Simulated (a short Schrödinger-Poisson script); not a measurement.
Structure: symmetric double-gate stack, SiO2 on p-type Ge(111), at 400 K.

| layer | material | thickness (nm) | Na (cm⁻³) |
|---|---|---|---|
| 1 | SiO2 | 0.84 | - |
| 2 | Ge | 20 | 4e17 |
| 3 | SiO2 | 0.84 | - |

The device is made up for the run: typed textbook-type constants, with dimensions and the other settings drawn at random. SiO2: permittivity 3.9, conduction-band edge (eV) 3.1, gap (eV) 9, electron mass (mₑ) 0.5. Ge: permittivity 16, conduction-band edge (eV) 0, gap (eV) 0.664, Nv at 300 K (cm⁻³) 6e18.

Channel valleys (confinement mass, in-plane density-of-states mass, number): L1 1.59, 0.08, 1; L3 0.09, 0.34, 3. At the gates, both at one voltage, the conduction-band edge of layer 1 lies 3.32 eV − eVg above the Fermi level of the channel. Gaps are held at their typed values at every temperature. Mesh 0.03 nm at interfaces.

From a short Schrödinger-Poisson script (our own, NumPy): 1D Poisson equation in equilibrium, electrons quantum, Hartree (BenDaniel-Duke, 12 states a valley, the channel's in-plane mass for all, wave functions free to enter the dielectric), parabolic valleys, classical holes, full ionisation, no traps, pinning or gate leakage.

Only gate voltages with over 1e8 electrons/cm² are shown.

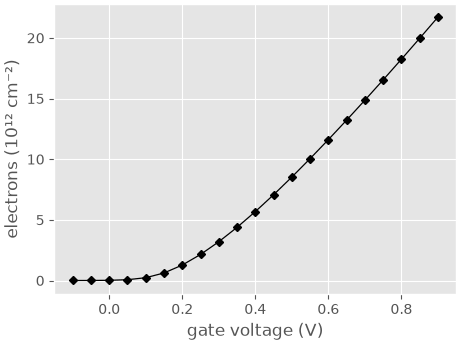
Figure. Sheet density against gate voltage

| Vg (V) | electrons (cm⁻²) | C (μF/cm²) | L1 E0 (meV) | L1 E1 (meV) | L3 E0 (meV) | L3 E1 (meV) |
|---|---|---|---|---|---|---|
| -0.1 | 9.24e8 | 0.0140 | 351.5 | 351.5 | 363.3 | 385.9 |
| -0.05 | 3.92e9 | 0.0207 | 301.6 | 301.7 | 313.5 | 336.1 |
| 0 | 1.65e10 | 0.0766 | 252.1 | 252.1 | 264.1 | 286.6 |
| 0.05 | 6.61e10 | 0.288 | 203.8 | 203.9 | 216.3 | 238.6 |
| 0.1 | 2.31e11 | 0.848 | 159.4 | 159.4 | 173.6 | 195.0 |
| 0.15 | 6.22e11 | 1.69 | 122.1 | 122.2 | 140.4 | 160.0 |
| 0.2 | 1.27e12 | 2.48 | 92.2 | 92.2 | 117.1 | 134.1 |
| 0.25 | 2.15e12 | 3.11 | 67.8 | 67.8 | 100.8 | 114.9 |
| 0.3 | 3.20e12 | 3.60 | 47.2 | 47.2 | 88.8 | 100.3 |
| 0.35 | 4.38e12 | 4.00 | 29.5 | 29.5 | 79.3 | 88.7 |
| 0.4 | 5.68e12 | 4.32 | 14.0 | 14.0 | 71.5 | 79.2 |
| 0.45 | 7.07e12 | 4.57 | 0.0 | 0.0 | 64.8 | 71.2 |
| 0.5 | 8.53e12 | 4.78 | -12.7 | -12.7 | 58.9 | 64.2 |
| 0.55 | 1.00e13 | 4.95 | -24.4 | -24.4 | 53.6 | 58.0 |
| 0.6 | 1.16e13 | 5.09 | -35.4 | -35.4 | 48.7 | 52.4 |
| 0.65 | 1.32e13 | 5.21 | -45.7 | -45.7 | 44.1 | 47.2 |
| 0.7 | 1.49e13 | 5.32 | -55.6 | -55.6 | 39.8 | 42.4 |
| 0.75 | 1.65e13 | 5.41 | -64.9 | -64.9 | 35.7 | 38.0 |
| 0.8 | 1.82e13 | 5.49 | -74.0 | -74.0 | 31.8 | 33.7 |
| 0.85 | 2.00e13 | 5.57 | -82.6 | -82.6 | 28.1 | 29.7 |
| 0.9 | 2.17e13 | 5.63 | -91.0 | -91.0 | 24.5 | 25.9 |

Subbands count from the Fermi level. The capacitance is that of both gates.

Only the L valleys are kept; under strong confinement the Δ valleys of Ge fill too.
